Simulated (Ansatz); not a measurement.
**CH$_{4}$FNOSi (SMILES O[SiH2]N=CF): density, localisation and related maps**

Input

```
crystal:
  periodic: [false, false, false]
  atoms:
    - {symbol: O, position_ang: [-1.008232, 1.163570, 1.481955]}
    - {symbol: Si, position_ang: [-0.245830, -0.176827, 0.934713]}
    - {symbol: N, position_ang: [-0.220744, -0.160660, -0.797651]}
    - {symbol: C, position_ang: [0.777136, -0.209262, -1.521695]}
    - {symbol: F, position_ang: [0.674086, -0.177891, -2.853446]}
    - {symbol: H, position_ang: [-1.885693, 1.346622, 1.142162]}
    - {symbol: H, position_ang: [1.114714, -0.128183, 1.527089]}
    - {symbol: H, position_ang: [-0.951377, -1.423502, 1.317478]}
    - {symbol: H, position_ang: [1.834539, -0.280069, -1.247705]}
basis:
  gaussian: {orbitals: def2-TZVPP}
hamiltonian: {xc: pbe0, dispersion: d4}
output: {orbitals: {seedname: orbitals}}
```

Run with:

```sh
ansatz run in.yaml --threads 2 --pin off --events-out ev --progress --plain --max-ram 4352MiB
```

Geometry: PBE0-D4/def2-TZVP.

Level of theory: RKS PBE0-D4/def2-TZVPP (Ansatz).

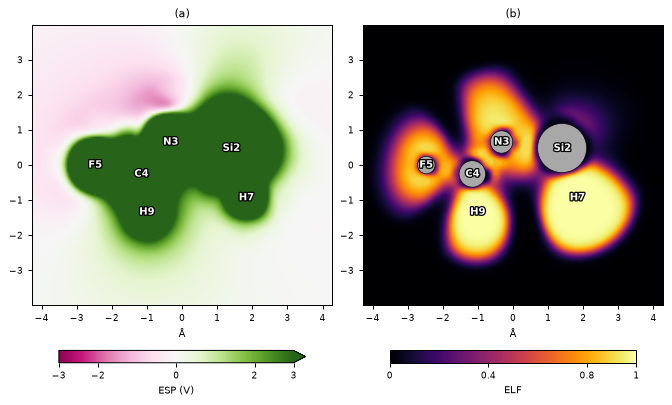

Figure 1. (a) molecular electrostatic potential; (b) electron localisation function on the plane of atoms F5, C4 and H9. Grey discs cover the atomic cores in the ELF map.

### Interpret the plot.

Atoms in the plane: Si, N, C, F and H. C–N (1.23 Å): the ELF peaks at about 0.90 between the atoms; a multiple bond. C–F (1.34 Å): the ELF peaks at about 0.85 between the atoms: a shared but strongly polarised pair. Si–N (1.73 Å): the ELF peaks at about 0.90 between the atoms; a polar covalent bond. C–H (1.09 Å): the ELF climbs to about 1 towards the hydrogen, as it does in any bond to H: a covalent bond by its length. Si–H (1.48 Å): the ELF climbs to about 1 towards the hydrogen. The ELF also peaks beside F5 and N3, away from the bonds: lone-pair regions. Outside the dense part of the molecule the potential is most negative (−1.7 V) near N3.

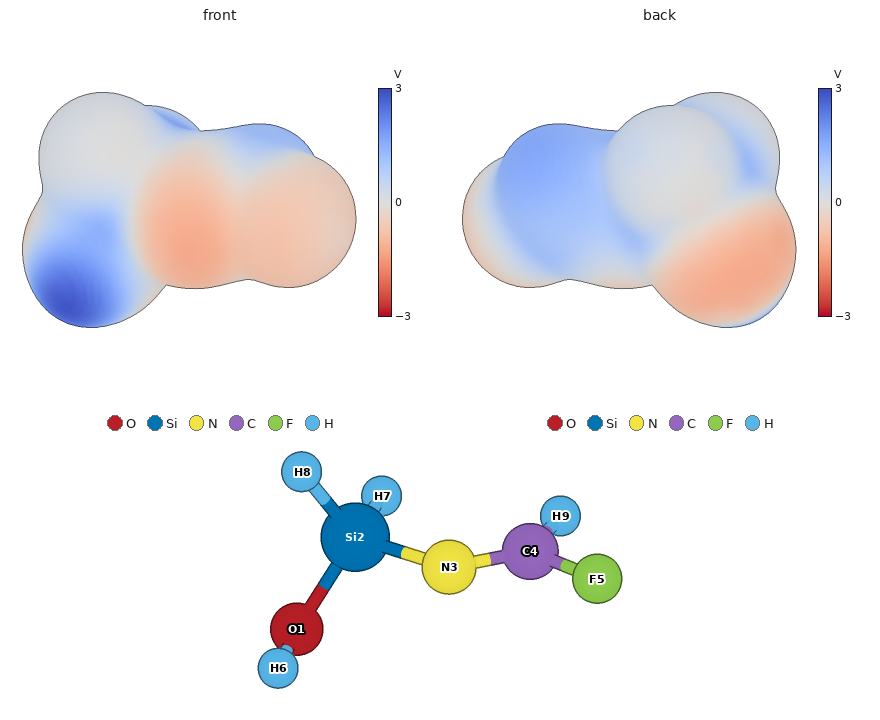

Figure 2. The molecular electrostatic potential painted on the density surface at 0.002 e/bohr³, seen from the front and from behind; the colour scale runs from red (negative) to blue (positive). The bare structure is drawn below in the same view.

### Which sites attract a positive test charge, and which a negative one?

A positive charge is drawn to the negative regions and a negative charge to the positive ones. The most negative region (about −1.2 V, or −28 kcal/mol for a unit charge) lies over O1 and N3, the most positive (about +2.7 V, or +62 kcal/mol for a unit charge) over H6.

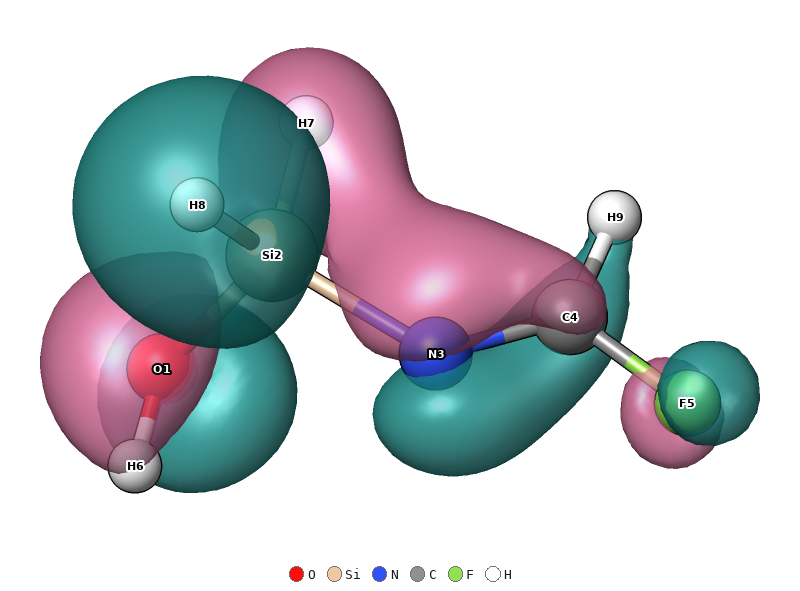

Figure 3. The HOMO−1 at ±0.1 Å⁻³ᐟ² (teal and pink are the two phases), seen across its widest extent.

### Describe this orbital and give its energy.

It lies mainly on O1 (about 25 %), H8 (about 25 %), Si2 (about 20 %) and N3 (about 10 %). Its energy is −9.07 eV.
